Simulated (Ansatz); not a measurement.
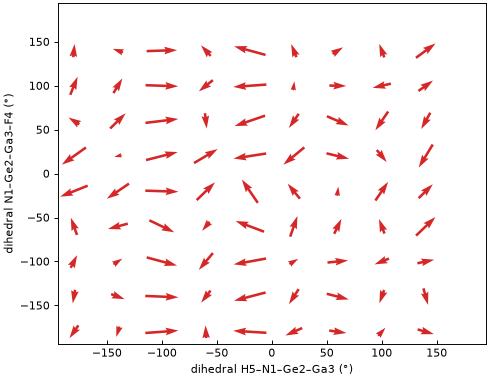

FGaGeH₅N, SMILES [NH2][GeH2][GaH][F]. First axis: dihedral H5–N1–Ge2–Ga3. Second axis: dihedral N1–Ge2–Ga3–F4. Nothing is relaxed (all other coordinates rigid). The grid has 9 × 9 points. All numbers below come from RKS wB97X-V/def2-SVP (Ansatz).

The picture shows arrows along the force (downhill), their lengths compressed.

> The arrows alone are given. Where are the wells?

The arrows converge at about dihedral H5–N1–Ge2–Ga3 = −55°, dihedral N1–Ge2–Ga3–F4 = 35°; about dihedral H5–N1–Ge2–Ga3 = −60°, dihedral N1–Ge2–Ga3–F4 = −160° (0.7 kJ/mol up); dihedral H5–N1–Ge2–Ga3 = 140°, dihedral N1–Ge2–Ga3–F4 = −20° (5.1 kJ/mol up); about dihedral H5–N1–Ge2–Ga3 = 175°, dihedral N1–Ge2–Ga3–F4 = 160° (7.4 kJ/mol up) (read from the interpolated surface).

The energy map of the same scan:

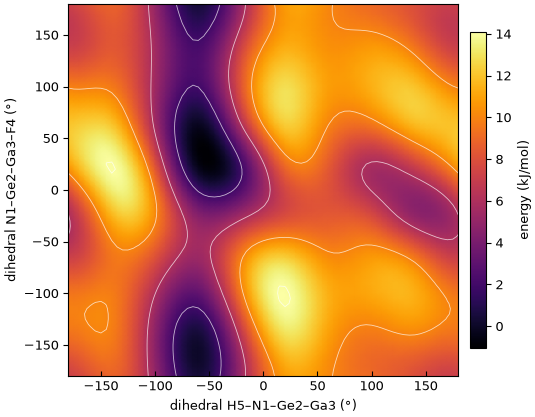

Energies are in kJ/mol, from the relaxed molecule at the same level; between grid points the surface is interpolated.
